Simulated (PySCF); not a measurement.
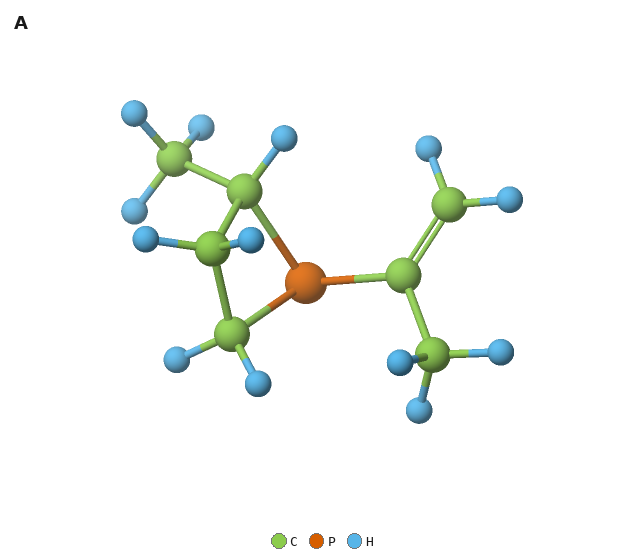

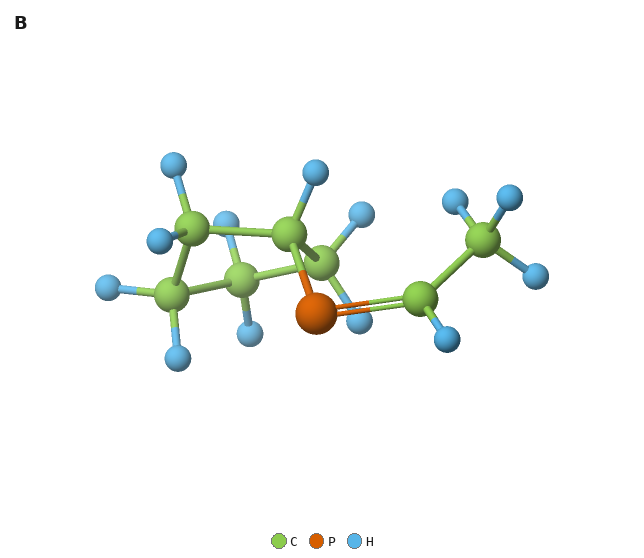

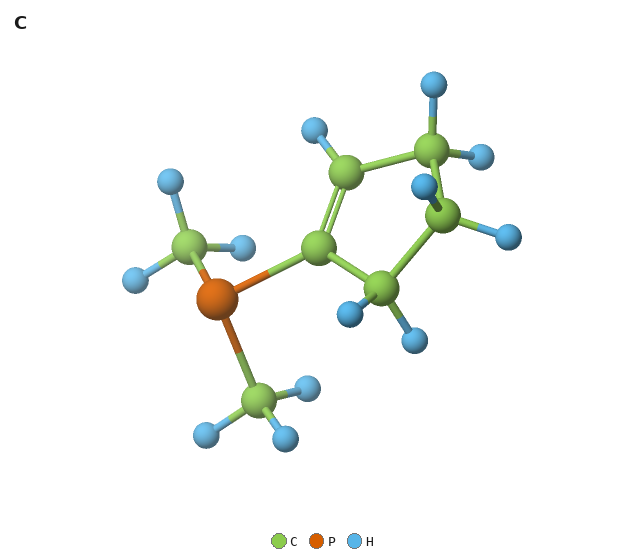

3 stationary structures of one formula. Geometries: GFN2-xTB. Electronic energies: PBE0/pcSseg-1 (PySCF 2.14.0), without zero-point energy. No frequency run is at hand to confirm each as a minimum. Each is one conformer, not always the lowest.

### Which is lowest in energy, and by how much?

C is lowest; B lies 10.5 kcal/mol above it, A lies 20.0 kcal/mol above it. A is `C=C(C)P1CC[C@@H]1C`, B is `C/C=P\C1CCCC1`, C is `CP(C)C1=CCCC1`.

The geometry is semi-empirical. Around P such bond lengths and angles can be off by a tenth of an ångström or more and by several degrees, and values that hang on the shape move with them.
